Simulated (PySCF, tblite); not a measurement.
**C₄H₆NSi radical: geometry, infrared bands and EPR parameters**

Wanted: the infrared bands and EPR parameters of C₄H₆NSi radical (`[H]/[C]=C\[SiH2]CC#N`), by calculation.

The runs use tblite 0.8.0 and PySCF 2.14.0, with density-fitted response routines of our own; the level of theory stands in each step. All values are computed, except where a source is named. Atoms count from 0, in the outputs and in this text.

## (1) Starting geometry

12 atoms, charge 0, multiplicity 2; geometry from: force field or distance geometry start.

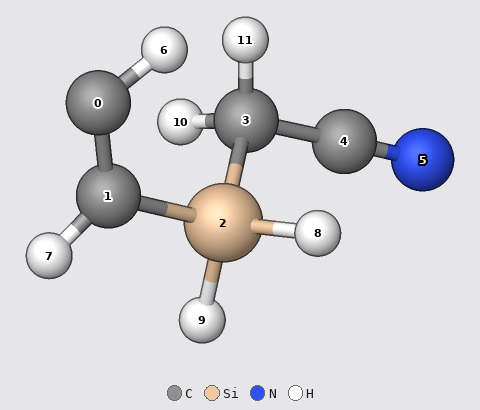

As it starts; carbon grey, silicon light orange, nitrogen blue, hydrogen white, atoms numbered; sticks join atoms by distance.

## (2) Relaxing the molecule with GFN2-xTB

Job settings and geometry (Å):

```
{"job": {"kind": "relax", "xc": "GFN2-xTB", "basis": "xTB"}, "charge": 0, "multiplicity": 2}
C      2.444600    -0.825800     0.326800
C      1.837500    -0.081500    -0.642900
Si     0.200600     0.694100    -0.351200
C     -1.087100    -0.526400     0.203500
C     -2.312100     0.185700     0.545900
N     -3.286600     0.765500     0.807700
H      1.848100    -0.892100     1.242900
H      2.321200     0.074900    -1.595600
H      0.332200     1.775900     0.654200
H     -0.278800     1.216800    -1.645600
H     -1.303400    -1.241000    -0.630500
H     -0.715000    -1.146800     1.058800
```

Command:

```sh
> OMP_NUM_THREADS=1 python probes_run.py task.json out
```

One launch serves the whole session: the jobs run in the order shown.

What it wrote:

```text
step      E/eV     max force
  0    -437.43567    4.484
  1    -437.61151    6.374
  2    -437.69669    4.576
  3    -437.77326    2.816
  4    -437.84565    0.676
  5    -437.86691    0.578
  6    -437.90217    0.744
  7    -437.91849    0.381
  8    -437.92651    0.266
  9    -437.93607    0.409
 10    -437.94685    0.561
 11    -437.95599    0.460
 12    -437.96245    0.215
 13    -437.96794    0.261
 14    -437.97346    0.335
 15    -437.97841    0.259
 16    -437.98191    0.162
 17    -437.98379    0.079
 18    -437.98469    0.091
 19    -437.98534    0.079
 20    -437.98607    0.096
 21    -437.98695    0.080
 22    -437.98789    0.095
 23    -437.98875    0.087
 24    -437.98956    0.101
 25    -437.99046    0.110
 26    -437.99135    0.108
 27    -437.99198    0.079
 28    -437.99233    0.045
 29    -437.99253    0.046
 30    -437.99268    0.044
 31    -437.99277    0.032
 32    -437.99283    0.017
 33    -437.99287    0.019
 34    -437.99291    0.025
 35    -437.99294    0.019
 36    -437.99295    0.011
 37    -437.99297    0.013
 38    -437.99299    0.024
 39    -437.99303    0.035
 40    -437.99308    0.034
 41    -437.99312    0.024
 42    -437.99315    0.017
 43    -437.99317    0.021
 44    -437.99320    0.028
 45    -437.99323    0.024
 46    -437.99325    0.011
 47    -437.99326    0.013
 48    -437.99328    0.017
 49    -437.99331    0.027
 50    -437.99336    0.031
 51    -437.99342    0.025
 52    -437.99348    0.030
 53    -437.99352    0.028
 54    -437.99357    0.025
 55    -437.99363    0.027
 56    -437.99371    0.030
 57    -437.99382    0.036
 58    -437.99398    0.045
 59    -437.99425    0.057
 60    -437.99467    0.073
 61    -437.99522    0.077
 62    -437.99575    0.096
 63    -437.99574    0.173
 64    -437.99617    0.067
 65    -437.99629    0.052
 66    -437.99646    0.029
 67    -437.99664    0.062
 68    -437.99672    0.020
 69    -437.99676    0.032
 70    -437.99678    0.018
 71    -437.99682    0.019
 72    -437.99687    0.016
 73    -437.99692    0.016
 74    -437.99693    0.013
 75    -437.99695    0.012
 76    -437.99697    0.015
 77    -437.99700    0.026
 78    -437.99706    0.039
 79    -437.99713    0.041
 80    -437.99723    0.030
 81    -437.99732    0.085
 82    -437.99748    0.067
 83    -437.99773    0.081
 84    -437.99826    0.084
 85    -437.99881    0.102
 86    -437.99953    0.136
 87    -437.99935    0.276
 88    -438.00126    0.178
 89    -438.00203    0.115
 90    -438.00360    0.101
 91    -438.00397    0.277
 92    -438.00573    0.126
 93    -438.00652    0.237
 94    -438.00790    0.144
 95    -438.00903    0.101
 96    -438.01023    0.103
 97    -438.01027    0.135
 98    -438.01098    0.074
 99    -438.01142    0.060
100    -438.01264    0.089
101    -438.01320    0.076
102    -438.01356    0.064
103    -438.01389    0.056
104    -438.01410    0.100
105    -438.01420    0.060
106    -438.01426    0.039
107    -438.01432    0.035
108    -438.01443    0.072
109    -438.01458    0.087
110    -438.01474    0.064
111    -438.01489    0.052
112    -438.01497    0.032
113    -438.01501    0.025
114    -438.01503    0.023
115    -438.01505    0.012
116    -438.01507    0.012
117    -438.01509    0.014
118    -438.01510    0.014
119    -438.01511    0.009
```

It took 0.48 s on 1 thread of Arm Neoverse V2, shared host.

The steps of the relaxation: (not every step is listed)

| step | energy from step 0 (eV) | largest force (eV/Å) |
| --- | --- | --- |
| 0 | 0.0000 | 4.4844 |
| 1 | -0.1758 | 6.3739 |
| 2 | -0.2610 | 4.5758 |
| 3 | -0.3376 | 2.8160 |
| 4 | -0.4100 | 0.6764 |
| 5 | -0.4312 | 0.5784 |
| 6 | -0.4665 | 0.7438 |
| 7 | -0.4828 | 0.3805 |
| 8 | -0.4908 | 0.2657 |
| 18 | -0.5490 | 0.0908 |
| 28 | -0.5567 | 0.0447 |
| 38 | -0.5573 | 0.0238 |
| 48 | -0.5576 | 0.0175 |
| 58 | -0.5583 | 0.0451 |
| 68 | -0.5610 | 0.0199 |
| 78 | -0.5614 | 0.0390 |
| 88 | -0.5656 | 0.1783 |
| 98 | -0.5753 | 0.0741 |
| 108 | -0.5788 | 0.0719 |
| 114 | -0.5794 | 0.0233 |
| 115 | -0.5794 | 0.0116 |
| 116 | -0.5794 | 0.0117 |
| 117 | -0.5794 | 0.0139 |
| 118 | -0.5794 | 0.0142 |
| 119 | -0.5794 | 0.0095 |

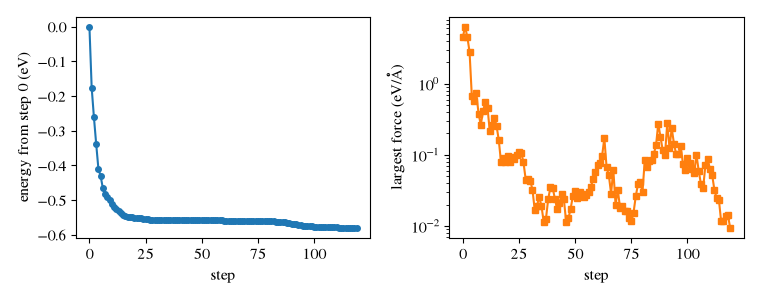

Energy and force, step by step.

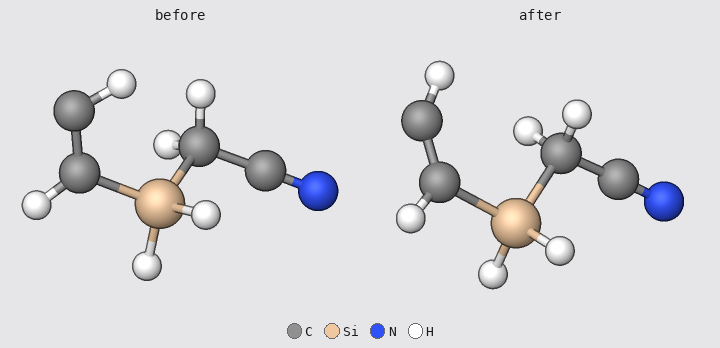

Before and after, at one scale.

Close pairs (by a distance rule), those that changed most:

| bond | before (Å) | after (Å) | change (Å) |
| --- | --- | --- | --- |
| C1–Si2 | 1.835 | 1.929 | +0.094 |
| C0–C1 | 1.365 | 1.286 | -0.079 |
| Si2–C3 | 1.859 | 1.918 | +0.059 |
| C3–C4 | 1.458 | 1.427 | -0.031 |
| C3–H11 | 1.120 | 1.091 | -0.029 |
| C0–H6 | 1.095 | 1.067 | -0.028 |
| C3–H10 | 1.119 | 1.092 | -0.028 |
| C4–N5 | 1.164 | 1.145 | -0.019 |

The final coordinates are the input of the step that follows.

## (3) Harmonic vibrations with GFN2-xTB

Job settings and geometry (Å):

```
{"job": {"kind": "ir", "xc": "GFN2-xTB", "basis": "xTB"}, "charge": 0, "multiplicity": 2}
C      2.239082    -1.087023     0.035413
C      1.885226     0.039224    -0.474041
Si     0.127828     0.833798    -0.466647
C     -1.019161    -0.399850     0.451161
C     -2.352678     0.105664     0.498812
N     -3.413028     0.535896     0.520408
H      1.781139    -1.886869     0.573034
H      2.603287     0.669064    -0.984342
H      0.172766     2.106104     0.255958
H     -0.325895     1.006791    -1.847544
H     -1.029181    -1.363971    -0.060483
H     -0.668188    -0.559512     1.472244
```

What it wrote:

```text
mode    cm-1     km/mol
  1      45.2     10.33
  2      65.1      0.29
  3      93.0      9.73
  4     158.2      1.09
  5     318.9      1.81
  6     375.4      0.15
  7     395.9     34.24
  8     456.0      0.45
  9     513.5      4.26
 10     572.6     14.50
 11     595.8     18.27
 12     686.7    353.68
 13     719.4     15.16
 14     757.7     80.27
 15     765.3    215.85
 16     771.5     78.63
 17     910.7     40.74
 18    1016.3     20.69
 19    1075.9      0.97
 20    1138.8     10.05
 21    1174.5    100.41
 22    1410.5      4.17
 23    1699.9      8.00
 24    2264.6    434.82
 25    2271.7    109.94
 26    2401.7    329.23
 27    2969.7     14.67
 28    2977.2     14.50
 29    2992.0     19.73
 30    3165.9     28.47
```

Wall time 0.24 s (1 thread of Arm Neoverse V2, shared host).

Which atoms move in the most intense modes:

| cm⁻¹ | km/mol | atoms |
| --- | --- | --- |
| 687 | 353.7 | H9 32 %, H8 32 %, Si2 19 % |
| 758 | 80.3 | C3 28 %, H10 27 %, H11 27 % |
| 765 | 215.8 | H8 46 %, H9 46 % |
| 772 | 78.6 | H6 59 %, C0 17 %, C1 11 % |
| 1174 | 100.4 | C3 39 %, H10 28 %, H11 28 % |
| 2265 | 434.8 | H8 54 %, H9 41 % |
| 2272 | 109.9 | H9 55 %, H8 42 % |
| 2402 | 329.2 | C4 60 %, N5 39 % |

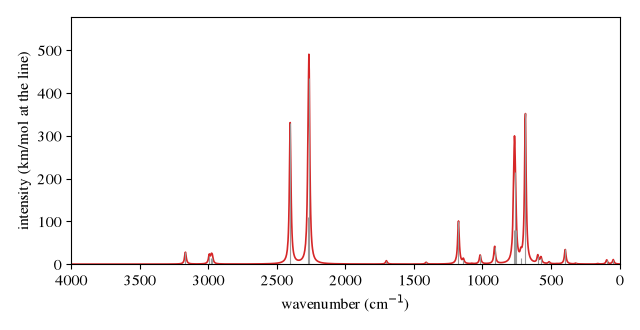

The infrared spectrum from these modes, unscaled. Lines are broadened to a width of 14 cm⁻¹ (Lorentzian).

## (4) EPR parameters: B3LYP/pcH-1

The job, as its differences from that of step 3:

```diff
@@ -1,2 +1,2 @@
-{"job": {"kind": "ir", "xc": "GFN2-xTB", "basis": "xTB"}, "charge": 0, "multiplicity": 2}
+{"job": {"kind": "epr", "basis": "pcH-1"}, "charge": 0, "multiplicity": 2}
 C      2.239082    -1.087023     0.035413
```

Method: UKS B3LYP, pcH-1 on C H N Si, non-relativistic, mean-field spin-orbit, GIAO.

What it wrote:

```text
UKS, coarse grid
  cycle   1  E = -500.11815152  |g| = 3.95e-01
  cycle   2  E = -499.95010261  |g| = 7.35e-01
  cycle   3  E = -500.18558795  |g| = 1.58e-01
  cycle   4  E = -500.19618547  |g| = 3.51e-02
  cycle   5  E = -500.19684943  |g| = 1.05e-02
  cycle   6  E = -500.19691982  |g| = 5.03e-03
  cycle   7  E = -500.19694148  |g| = 3.29e-03
  cycle   8  E = -500.19695271  |g| = 1.11e-03
  cycle   9  E = -500.19695724  |g| = 4.00e-04
UKS, final grid
  cycle   1  E = -500.19694695  |g| = 2.87e-04
  cycle   2  E = -500.19694707  |g| = 3.07e-04
  cycle   3  E = -500.19694712  |g| = 1.69e-04
  cycle   4  E = -500.19694715  |g| = 1.22e-04
  cycle   5  E = -500.19694718  |g| = 3.11e-05
  cycle   6  E = -500.19694719  |g| = 1.19e-05
E = -500.19694719 Eh   <S^2> = 0.7585 (exact 0.7500)
g shifts (ppm)      1          2          3
  rmc          -151       -151       -151
  gc             29          6        -50
  oz_so        -726         14        499
  total        -849       -131        298
hyperfine (MHz)  atom isotope    a_iso     a_fc   dipolar eigenvalues
    0   13C     307.62     307.76    -77.70    -57.41    135.11
    1   13C     -29.44     -29.43    -18.57      1.15     17.42
    2  29Si    -133.69    -133.88    -30.12     14.98     15.14
    3   13C      -2.09      -2.09     -0.64     -0.07      0.72
    4   13C      -0.54      -0.54     -0.43     -0.15      0.58
    5   14N       0.15       0.15     -0.25     -0.25      0.50
    6    1H      52.74      52.74    -30.59     -6.57     37.15
    7    1H     156.04     156.05     -6.69     -5.61     12.30
    8    1H       5.57       5.57     -2.16     -0.84      3.01
    9    1H       5.60       5.60     -2.17     -0.84      3.01
   10    1H      -0.30      -0.30     -1.98     -1.55      3.52
   11    1H      -0.29      -0.29     -1.97     -1.54      3.51
```

Wall time 42 s (1 thread of Arm Neoverse V2, shared host); peak memory 0.75 GiB.

Principal g values 2.00147, 2.00219, 2.00262; g(iso) = 2.00209, against 2.00232 for a free electron.

Mean a(iso) over the nuclei that a row names, and the largest dipolar term of the row (other rows stand at the frozen geometry):

| nuclei | isotope | a(iso) (MHz) | a(iso) (G, at g = 2.0023) | largest dipolar term (MHz) |
| --- | --- | --- | --- | --- |
| C0 | 13C | 307.6 | 109.8 | 135.1 |
| H7 | 1H | 156.0 | 55.7 | 12.3 |
| Si2 | 29Si | -133.7 | -47.7 | -30.1 |
| H6 | 1H | 52.7 | 18.8 | 37.2 |
| C1 | 13C | -29.4 | -10.5 | -18.6 |
| H8, H9 | 1H | 5.6 | 2.0 | 3.0 |
| C3 | 13C | -2.1 | -0.7 | 0.7 |
| C4 | 13C | -0.5 | -0.2 | 0.6 |
| H10, H11 | 1H | -0.3 | -0.1 | 3.5 |
| N5 | 14N | 0.2 | 0.1 | 0.5 |

Mulliken spin populations:

| atom | value (e) |
| --- | --- |
| C0 | 0.97 |
| C1 | -0.16 |
| Si2 | 0.11 |
| C3 | 0.00 |
| C4 | 0.00 |
| N5 | 0.01 |
| H6 | 0.01 |
| H7 | 0.06 |
| H8 | 0.00 |
| H9 | 0.00 |
| H10 | 0.00 |
| H11 | 0.00 |

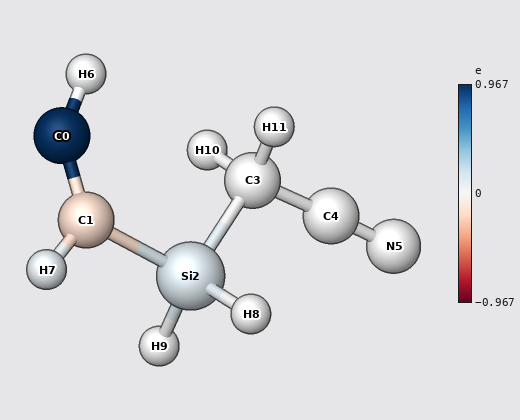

Mulliken spin populations, as colours on the atoms.

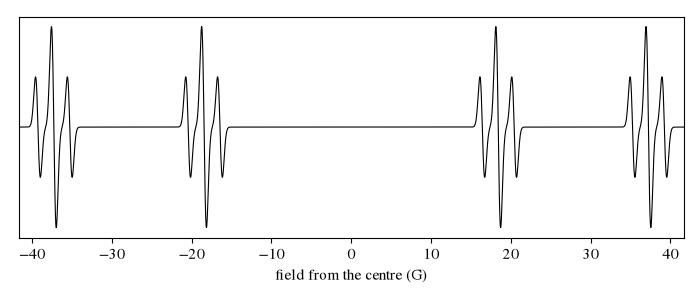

First-order isotropic spectrum (first derivative, main isotopes with spin only, couplings over 0.8 MHz, Gaussian width 0.3 G; couplings of the frozen geometry, rotation of groups not averaged beyond the rows shown).

Orbitals, density, ELF and potential are computed afterwards from the orbital file.

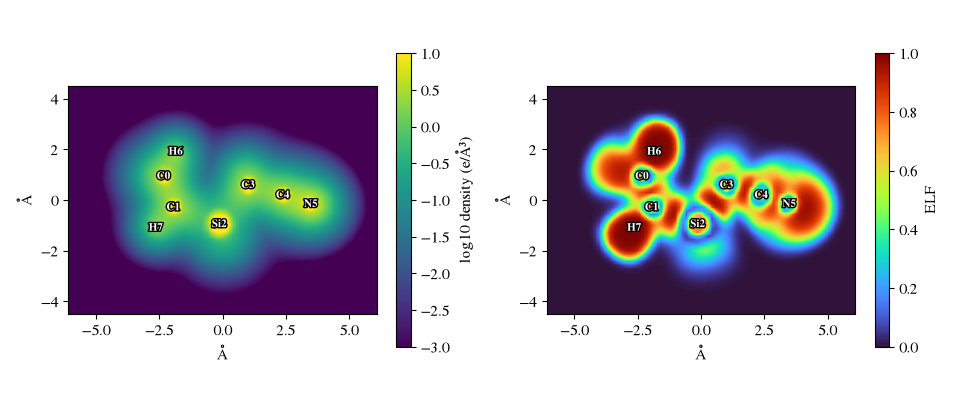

Density (left) and ELF (right) in a plane through or near 8 of the atoms.

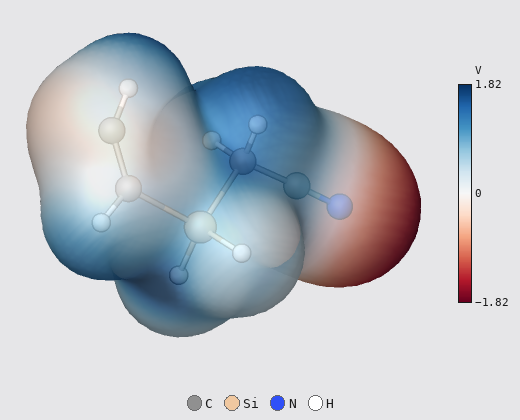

The potential that a unit positive charge feels on the 0.002 e/bohr³ surface, from -1.82 V near N5 to 1.61 V near H6.

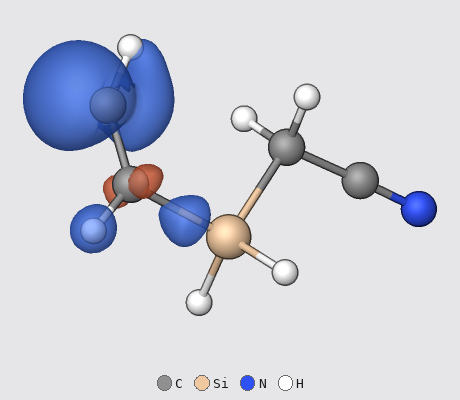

Spin density at ±0.05 e/Å³ (alpha excess blue, beta excess red).

## (5) Summary of results

| quantity | value |
| --- | --- |
| strongest single infrared mode (GFN2-xTB) | 2265 cm⁻¹, 435 km/mol |
| zero-point energy (GFN2-xTB) | 49.7 kcal/mol |
| g(iso) (B3LYP) | 2.00209 |
| ⟨S²⟩ | 0.759 (exact 0.75) |
| largest a(iso) (averaged by class) | 13C on C0, 307.6 MHz |
| potential on the surface of density 0.002 e/bohr³, 1st and 99th percentile | -1.82 V and 1.61 V |

**Reading.** Over 119 steps the energy fell by 0.579 eV; of the close pairs, C1–Si2 changed most, 1.835 to 1.929 Å. No mode is imaginary among the 30: a minimum at this level. The strongest single mode, at 2265 cm⁻¹, moves mainly H8 and H9. Unscaled tight-binding wavenumbers are off by several per cent, some by more. Its intensities can rank the bands wrongly. Most of the unpaired spin sits on C0 (0.97 e). The isotropic g lies 0.2 ppt below the free-electron value. These values are for one conformer; the search (at its own cheap level) found 2 more, at 0.48, 2.86 kcal/mol, and measured spectra average over such forms.
